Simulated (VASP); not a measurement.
Band structure of Tc2Ge (space group P4/nmm). Level of theory: PBE GGA, VASP's PBE PAW potentials (set 64) (plane waves; VASP).

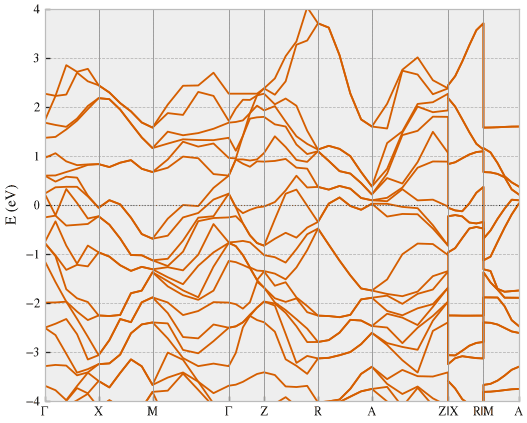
Figure: Bands along high-symmetry lines, zero at the valence-band maximum or, without a gap, the Fermi level

Task: Read the plot: is there a gap, and where are the band edges?

Result: It has no gap at this level: it comes out as a metal or semimetal.

The structure was generated: Tc2Ge was put into an ordered model structure, which need not be its known phase. The cell was not relaxed at this level. The k-mesh is coarse (spacing up to 0.52 per Å, 2π included), so the numbers may not be converged in it.
